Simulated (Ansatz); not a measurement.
**B2H5N: ladder of methods at one geometry, by script**

How do the methods compare on B2H5N, in result and in cost? A script is to give a ladder of methods at one geometry; the system is B2H5N.

All numbers are computed with Ansatz 0.2.0, driven from Python. The levels of theory stand in the script.

### 1 The system

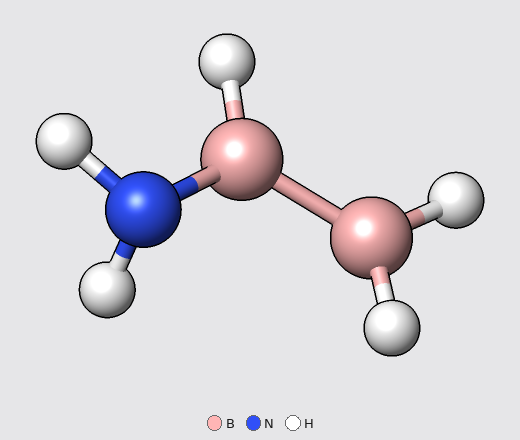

The starting structure, viewed from a chosen angle; boron pink, nitrogen blue, hydrogen white.

No structure file is read: the coordinates are typed or built in the script.

### 2 The code

The input, methods.py:

```python
import ansatz
from ase import Atoms

atoms = Atoms(["B", "B", "N", "H", "H", "H", "H", "H"], positions=[
    (-0.9481, 0.6087, -0.752),
    (0.2635, 0.3323, 0.2599),
    (0.9163, -1.0235, 0.2205),
    (-1.3086, -0.1707, -1.5083),
    (-1.5103, 1.7088, -0.7696),
    (0.656, 1.1987, 0.9857),
    (1.7371, -1.0015, 0.9534),
    (0.2863, -1.7099, 0.5547),
])
geometry = ansatz.Crystal.molecule_from_ase(atoms)

model = geometry.calculation().basis(gaussian="def2-SVP")

methods = ["mp2", "ccsd", "ccsd_t"]
reports = [model.correlation(m).run(threads=1).report for m in methods]
print(f"Hartree-Fock reference {reports[0]['reference_energy_ev'] / 27.211386246:.6f} Ha")
best = reports[-1]["free_energy_ev"] - reports[-1]["reference_energy_ev"]
for method, each in zip(methods, reports):
    gained = each["free_energy_ev"] - each["reference_energy_ev"]
    print(f"{method:8s} total {each['free_energy_ev'] / 27.211386246:.6f} Ha  correlation {gained:9.4f} eV  ({100 * gained / best:.1f} % of the last)")
```

### 3 The calls as engine input

The package turns the script's settings into the engine's input (first run):

```yaml
crystal:
  periodic: [false, false, false]
  atoms:
    - { symbol: B, position_ang: [-0.9481, 0.6087, -0.752] }
    - { symbol: B, position_ang: [0.2635, 0.3323, 0.2599] }
    - { symbol: "N", position_ang: [0.9163, -1.0235, 0.2205] }
    - { symbol: H, position_ang: [-1.3086, -0.1707, -1.5083] }
    - { symbol: H, position_ang: [-1.5103, 1.7088, -0.7696] }
    - { symbol: H, position_ang: [0.656, 1.1987, 0.9857] }
    - { symbol: H, position_ang: [1.7371, -1.0015, 0.9534] }
    - { symbol: H, position_ang: [0.2863, -1.7099, 0.5547] }
basis:
  gaussian:
    orbitals: def2-SVP
correlation:
  method: mp2
```

### 4 The run

Launch:

```bash
$ python methods.py
```

The program printed:

```text
Hartree-Fock reference -106.596747 Ha
mp2      total -106.937109 Ha  correlation   -9.2617 eV  (86.4 % of the last)
ccsd     total -106.980146 Ha  correlation  -10.4328 eV  (97.3 % of the last)
ccsd_t   total -106.990630 Ha  correlation  -10.7181 eV  (100.0 % of the last)
```

Wall time 4.1 s (1 thread of Arm Neoverse V2, shared host); peak memory 0.25 GiB.

### 5 Inputs of later runs

The engine's inputs for the other runs:

Run 2, against run 1:

```diff
@@ -16 +16 @@
-  method: mp2
+  method: ccsd
```

Run 3, against run 1:

```diff
@@ -16 +16 @@
-  method: mp2
+  method: ccsd_t
```

### 6 The runs side by side

The 3 runs, in the order started:

| run | method | energy (eV) | iterations in all | CPU time (s) |
| --- | --- | --- | --- | --- |
| 1 | mp2 | -2909.9070 | 11 | 0.38 |
| 2 | ccsd | -2911.0781 | 17 | 1.4 |
| 3 | ccsd_t | -2911.3634 | 17 | 1.8 |

Correlation energies (total less mean field):

| method | correlation (eV) | share of the last | miss against the last (eV) | CPU time (s) |
| --- | --- | --- | --- | --- |
| mp2 | -9.262 | 86.4 % | +1.456 | 0.38 |
| ccsd | -10.433 | 97.3 % | +0.285 | 1.4 |
| ccsd_t | -10.718 | 100.0 % | +0.000 | 1.8 |

### 7 Summary of results

```
                    quantity       value
               runs compared           3
correlation energy, last run  -10.718 eV
```

What this shows: mp2 catches 86 % of the correlation energy of ccsd_t. Reading the output:
- The geometry is a force-field or estimated start, not a minimum of this method, and the basis set is short of its limit. A lower total doesn't mark the better method: functionals have no common bound, and MP2 and coupled cluster aren't variational.
- Inner cores stay frozen, so this is valence correlation.
